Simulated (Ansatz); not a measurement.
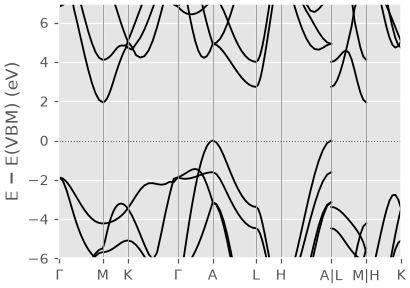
Fig. 1. Band structure from PBE (plane waves, PAW; program Ansatz)

Task: Read off the gap and where the band edges lie.

Result: About 1.9 eV (1.94 eV by a search for the band edges); maximum at A, minimum at M.

Task: Pick the material that matches.
A) SiC, wurtzite
B) ZnO, wurtzite
C) C, P6_222 (C on 3c)

Result: C, C, P6_222 (C on 3c)

The start of the workflow was typed in or built on a structure type; neither database checked (COD, Materials Project) lists it. It is not the phase usual at ambient conditions (space group No. 194, 227). Symmetry was held in the PBE relaxation; whether a distortion lowers the energy is not shown.

Potentials: the earlier of the program's two PAW sets.
